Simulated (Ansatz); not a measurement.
The calculation's input:

```
crystal:
  periodic: [false, false, false]
  atoms:
    - {symbol: C, position_ang: [-2.070334, 0.555367, -1.353663]}
    - {symbol: C, position_ang: [-1.398486, 1.321606, -0.452807]}
    - {symbol: B, position_ang: [-2.400316, -0.819586, -1.055107]}
    - {symbol: H, position_ang: [-2.665486, -1.942864, -0.801605]}
    - {symbol: H, position_ang: [-2.371076, 0.974338, -2.322424]}
    - {symbol: H, position_ang: [-1.151176, 2.360228, -0.682704]}
    - {symbol: H, position_ang: [-1.079103, 0.948959, 0.522365]}
basis:
  gaussian: {orbitals: def2-TZVPD}
total_charge: 1
hamiltonian: {xc: pbe0}
output: {forces: true, orbitals: {seedname: orbitals}}
```

Command:

```sh
ansatz run input.yaml --threads 1 --pin off --max-ram 2610MiB --events-out events.jsonl --progress --plain --runs-dir runs
```

Geometry: PBE0-D3(BJ)/pcseg-1.

These are results of isolated molecule in a Gaussian basis; Kohn-Sham density functional theory, functional PBE0 (Ansatz 0.2.0), not measurements.

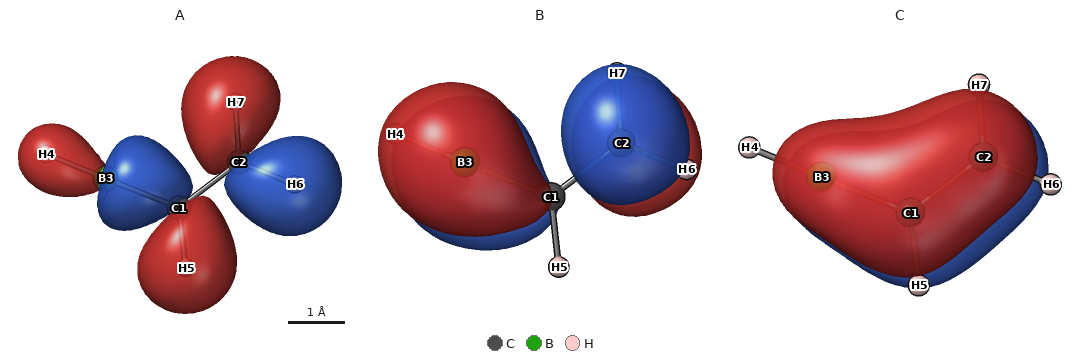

C₂H₄B (SMILES [BH+]C=C) (charge +1). Three frontier orbitals at ±0.1 Å⁻³ᐟ² (blue and red are the two phases), in no order.

### Order the three orbitals by energy and name them.

A is the HOMO−1 (−16.71 eV). It lies mainly on C2 (about 25 %), C1 (about 20 %), H6 (about 15 %), H5 (about 10 %), H7 (about 10 %) and B3 (about 10 %); it is symmetric in the molecular plane (an in-plane orbital: σ, lone-pair or in-plane π type). C is the HOMO (−15.28 eV). Its weight (Hirshfeld) is mainly on C1 (about 45 %), C2 (about 30 %) and B3 (about 20 %); it changes sign across the molecular plane (π type); π-bonding across C1–C2 and C1–B3. B is the LUMO (−9.13 eV). By Hirshfeld shares it lies mainly on B3 (about 45 %), C2 (about 35 %) and C1 (about 10 %); it changes sign across the molecular plane (π type); π-antibonding (a node) across C1–C2.

### What is the HOMO–LUMO gap?

6.15 eV between the orbital energies.
